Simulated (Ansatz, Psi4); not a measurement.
## Exact exchange and the vertical energy of the triplet above the singlet of SnO

The species is SnO (2 atoms), meant as a singlet with charge 0. As SMILES, `[O]=[Sn]`. The coordinates come from a PBE0-D4/def2-TZVP relaxation.

The vertical energy of the triplet above the singlet y, in eV, basis def2-TZVPPD with a core potential; a is the functional's share of exact exchange. Programs: Ansatz 0.2.0, Psi4 1.11.

| functional | program | a | y (eV) |
| --- | --- | --- | --- |
| BLYP | Psi4 | 0 | 3.24 |
| PBE | Psi4 | 0 | 3.18 |
| TPSSh | Psi4 | 0.1 | 2.97 |
| B3LYP | Psi4 | 0.2 | 3.06 |
| r2SCAN0 | Ansatz | 0.25 | 2.57 |
| PBE0 | Psi4 | 0.25 | ? |
| BHLYP | Ansatz | 0.5 | 2.41 |

Problem. Fit y = c + s·a to the known rows and predict PBE0.

Solution. 
1. Means of the 6 rows: a = 0.1750, y = 2.905.
2. Σ(Δa)² = 0.17875, Σ(Δa·Δy) = -0.29375, so the slope is -0.29375/0.17875 = -1.6434.
3. Intercept: 2.905 − (-1.6434) × 0.1750 = 3.193. The largest residual of the fit is 0.21.
4. PBE0: 3.193 + (-1.6434) × 0.25 = 2.78 eV.

The run gave 2.93 eV, so the prediction is off by -0.15 eV, within the largest residual. Exact exchange favours the state with more unpaired electrons. Spin-orbit coupling is left out.

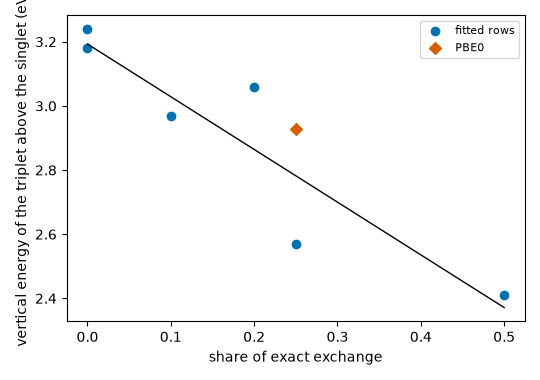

The fitted line, with the withheld row.
